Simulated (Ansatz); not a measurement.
Input

```
crystal:
  periodic: [false, false, false]
  atoms:
    - {symbol: Ag, position_ang: [-0.059839, 0.169564, -0.879412]}
    - {symbol: C, position_ang: [0.078099, -0.218848, 1.131703]}
    - {symbol: O, position_ang: [0.150295, -0.431136, 2.230095]}
    - {symbol: H, position_ang: [-0.168555, 0.480419, -2.482386]}
basis:
  gaussian: {orbitals: def2-TZVP, initial_orbitals: start.molden}
hamiltonian: {xc: pbe0, dispersion: d4}
output: {orbitals: {seedname: orbitals}}
```

Launched as:

```sh
ansatz run in.yaml --threads 4 --pin off --events-out ev --progress --plain --max-ram 3916MiB
```

Geometry: PBE0-D4/def2-TZVP; core potentials replace the inner electrons of Ag.

These are results of Ansatz 0.2.0, RKS PBE0-D4/def2-TZVP, not measurements.

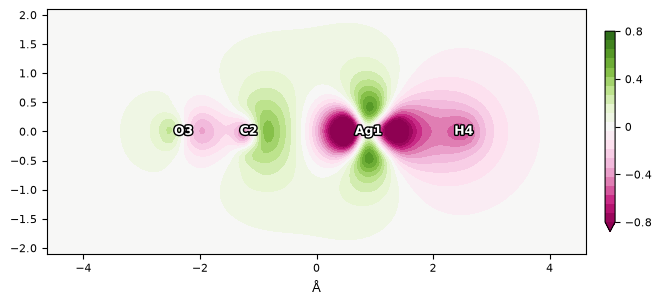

CHAgO. The HOMO−1 on a plane that holds the molecular axis (values in Å⁻³ᐟ²; the overall sign is arbitrary).

### Describe this orbital and give its energy.

It lies mainly on Ag1 (about 65 %), H4 (about 15 %) and C2 (about 15 %); it is of σ type. Its energy is −9.82 eV.
